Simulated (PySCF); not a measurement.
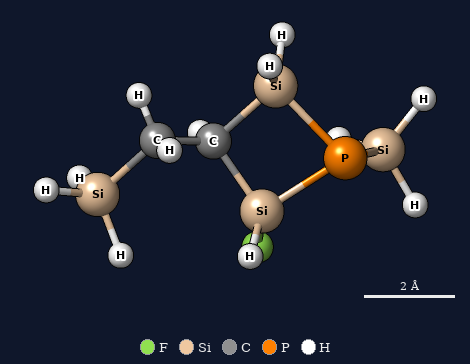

**Figure 1.** The input geometry (ball-and-stick view, seen at a tilt). Bond lengths as drawn: C–C 1.53 Å, C–H 1.09 to 1.10 Å, C–Si 1.90 to 1.93 Å, F–Si 1.62 Å, H–Si 1.45 to 1.47 Å and P–Si 2.23 to 2.26 Å.

Run report: C2H12FPSi4, NMR shielding calculation

- system: C2H12FPSi4
- method: GIAO PBE0/pcSseg-1 NMR shielding, non-relativistic, gas phase (PySCF 2.14.0)

The geometry comes from this level: GFN2-xTB. It belongs to a series of runs on one base structure; here: ring closed by a new Si-C bond. Figures and captions count atoms from 1; the log counts them from 0 in places.

**What the program printed**
```
coarse grid: 18824 points
cycle   1  E = -1681.6581379182  dE =  4.580e-01  |g| = 6.234e-01  |ddm| = 4.135e+00
cycle   2  E = -1681.5889726298  dE =  6.917e-02  |g| = 9.105e-01  |ddm| = 1.335e+00
cycle   3  E = -1681.7333302456  dE = -1.444e-01  |g| = 7.262e-02  |ddm| = 8.191e-01
cycle   4  E = -1681.7341513016  dE = -8.211e-04  |g| = 3.527e-02  |ddm| = 1.197e-01
cycle   5  E = -1681.7344516169  dE = -3.003e-04  |g| = 6.551e-03  |ddm| = 4.829e-02
cycle   6  E = -1681.7344598366  dE = -8.220e-06  |g| = 3.238e-03  |ddm| = 1.117e-02
cycle   7  E = -1681.7344626698  dE = -2.833e-06  |g| = 4.261e-04  |ddm| = 4.513e-03
final grid: 158120 points
cycle   8  E = -1681.7840230883  dE = -2.731e-05  |g| = 5.936e-03  |ddm| = 2.560e-02
cycle   9  E = -1681.7840132422  dE =  9.846e-06  |g| = 8.287e-03  |ddm| = 1.461e-02
cycle  10  E = -1681.7840320022  dE = -1.876e-05  |g| = 5.813e-04  |ddm| = 9.241e-03
cycle  11  E = -1681.7840320725  dE = -7.031e-08  |g| = 2.214e-04  |ddm| = 8.867e-04
cycle  12  E = -1681.7840320842  dE = -1.169e-08  |g| = 5.056e-05  |ddm| = 2.582e-04
cycle  13  E = -1681.7840320846  dE = -4.256e-10  |g| = 1.818e-05  |ddm| = 6.108e-05
```

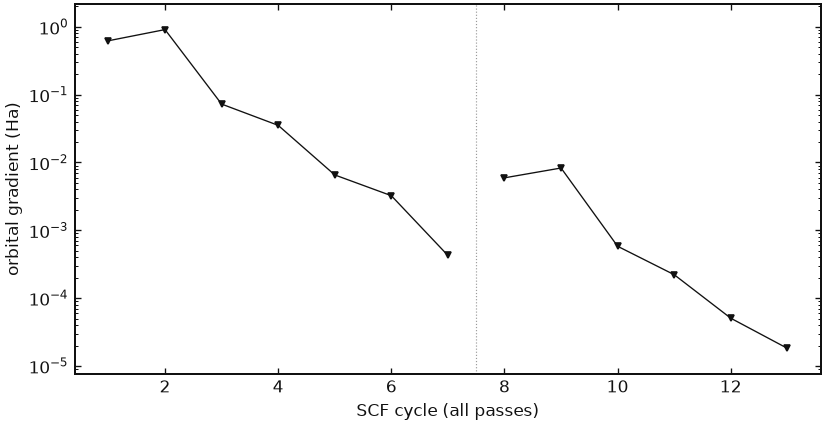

**Figure 2.** Convergence of the self-consistent field: orbital gradient against the SCF cycle. The dotted line marks the change from a coarse to the final integration grid. The first 7 cycles use a coarse grid, the final grid takes over at cycle 8, and the field converges after 13 cycles in all.

```
converged SCF energy = -1681.7840320846

GIAO shielding tensors (ppm)
atom      isotropic    diamagn.    paramagn.     s11        s22        s33       span
  0 F      344.150     470.574    -126.424    296.403    358.687    377.360     80.958
  1 Si     313.852     880.531    -566.679    269.865    297.374    374.318    104.453
  2 C      155.234     263.427    -108.193    114.491    164.655    186.556     72.065
  3 C      176.251     247.921     -71.670    163.087    173.561    192.105     29.017
  4 Si     421.549     879.270    -457.720    391.985    406.079    466.583     74.598
  5 Si     392.765     883.060    -490.295    345.043    415.015    418.236     73.193
  6 P      618.370     972.836    -354.466    479.341    625.991    749.776    270.435
  7 Si     432.753     879.558    -446.805    407.437    427.529    463.292     55.855
  8 H       25.835      30.838      -5.003     23.008     23.875     30.623      7.615
  9 H       29.668      36.572      -6.904     25.857     30.835     32.312      6.455
 10 H       30.731      30.880      -0.149     24.593     29.858     37.741     13.148
 11 H       30.610      31.603      -0.993     25.684     30.734     35.412      9.729
 12 H       27.825      28.974      -1.149     24.068     27.609     31.798      7.730
 13 H       27.984      29.023      -1.039     24.616     26.367     32.969      8.353
 14 H       27.808      28.056      -0.247     24.116     25.167     34.142     10.026
 15 H       27.321      31.111      -3.790     24.278     25.293     32.392      8.114
 16 H       26.889      31.125      -4.236     23.708     24.660     32.299      8.590
 17 H       27.463      28.467      -1.004     23.683     24.924     33.782     10.099
 18 H       27.361      28.244      -0.882     23.440     24.763     33.881     10.441
 19 H       27.241      29.222      -1.982     22.934     26.659     32.130      9.196
```

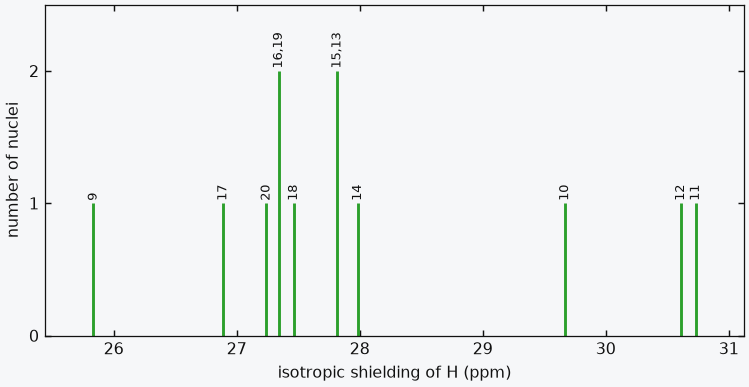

**Figure 3.** Isotropic shieldings of the hydrogen nuclei in this fixed geometry, labelled by atom number; shielding grows to the right, so chemical shift grows to the left. The least shielded is H9 (25.8 ppm), the most shielded H11 (30.7 ppm).

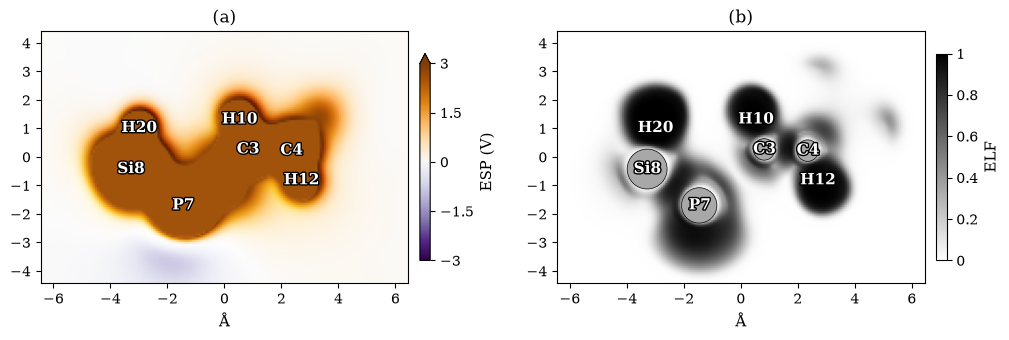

**Figure 4.** (a) electrostatic potential; (b) electron localisation function on the plane of atoms C3, C4 and H12. Grey discs, where drawn, cover atomic cores. Si–P (2.23 Å): the ELF peaks at about 0.95 between the atoms, as expected for localised, shared-pair bonding. Si–H (1.47 Å): the ELF climbs to about 1 towards the hydrogen.

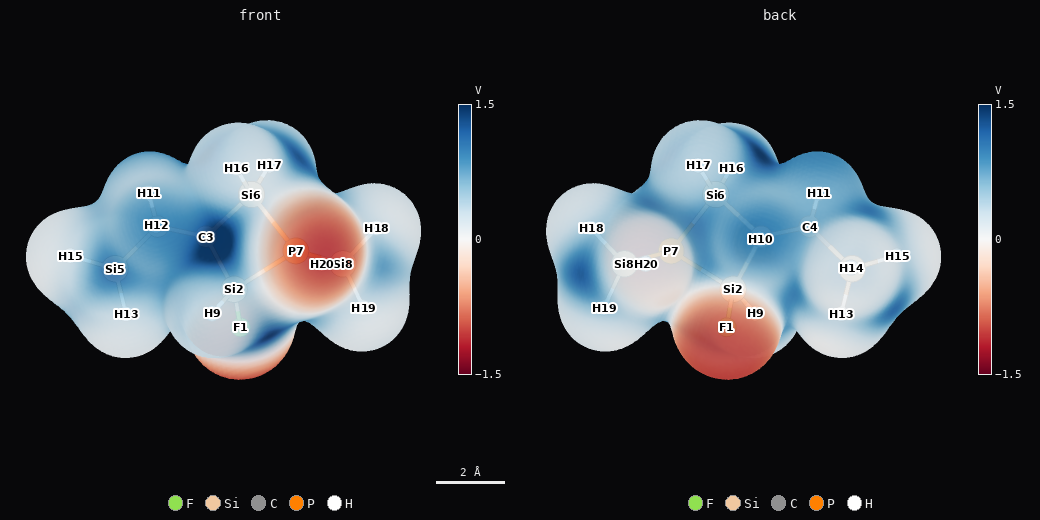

**Figure 5.** The molecular electrostatic potential painted on the density surface at 0.002 e/bohr³, seen at a tilt and from behind; the colour scale runs from red (negative) to blue (positive).

This output came from the following input.

**The input**
```
{"job": {"kind": "nmr", "xc": "PBE0", "basis": "pcSseg-1"}, "charge": 0, "multiplicity": 1}
F     -0.134904     0.845573    -2.559277
Si    -0.068641    -0.445594    -1.579880
C     -0.332180     0.072013     0.243301
C     -1.641682    -0.338809     0.914518
Si    -3.167488     0.555428     0.211603
Si     1.277788    -0.745598     0.929617
P      1.969169    -1.276217    -1.150756
Si     3.318405     0.400074    -1.728119
H     -0.991927    -1.386045    -2.188968
H     -0.238621     1.161745     0.313244
H     -1.569619    -0.131154     1.985797
H     -1.768431    -1.419654     0.824553
H     -3.302556     0.268198    -1.216671
H     -3.008386     1.996973     0.419124
H     -4.356356     0.086488     0.927768
H      0.991056    -1.974110     1.671121
H      2.127790     0.148193     1.719149
H      4.582615     0.148373    -1.035248
H      3.482901     0.314167    -3.177279
H      2.825920     1.730633    -1.359614
```

The first line tells a small driver script what to run in PySCF; the rest is the geometry in Å.

Command:
```bash
OMP_NUM_THREADS=1 python <driver script> task.json out
```

**Results in brief**

```csv
quantity,value
outcome,converged
total energy,−1681.784032 hartree
HOMO,−6.98 eV
LUMO,−0.81 eV
dipole moment,1.91 D
"isotropic shielding, F",344.2 ppm
"isotropic shielding, Si",313.9 to 432.8 ppm
"isotropic shielding, C",155.2 to 176.3 ppm
"isotropic shielding, P",618.4 ppm
"isotropic shielding, H",25.8 to 30.7 ppm
hardware,"1 CPU thread, shared host"
wall time,2 min
peak memory,1.1 GiB
```
